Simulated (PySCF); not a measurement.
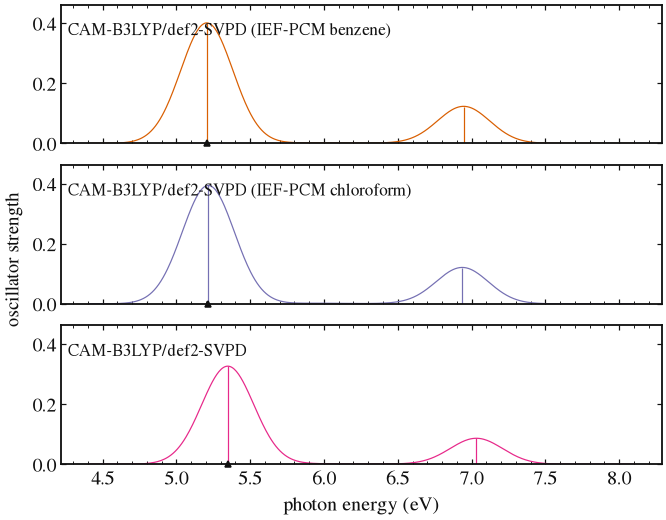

Vertical TDDFT spectra of C₆H₇F₂O⁺, SMILES FC(F)O[C+]1C=CCC1 at one geometry and several levels (PySCF, at a PBE0-D3(BJ)/def2-SVP geometry (no frequency check)); sticks with Gaussians of 1/e half-width 0.25 eV, the triangle marks S1, which has the same leading orbital pair at all these levels. Only the lowest states were computed, so the high end is incomplete.

Order the levels by their S1 energy.

From lowest to highest: CAM-B3LYP/def2-SVPD (IEF-PCM benzene) 5.21 eV, CAM-B3LYP/def2-SVPD (IEF-PCM chloroform) 5.22 eV, CAM-B3LYP/def2-SVPD 5.35 eV; a spread of 0.14 eV.

Limits of at least one run: core orbitals are frozen in the response; one conformer of a flexible molecule.
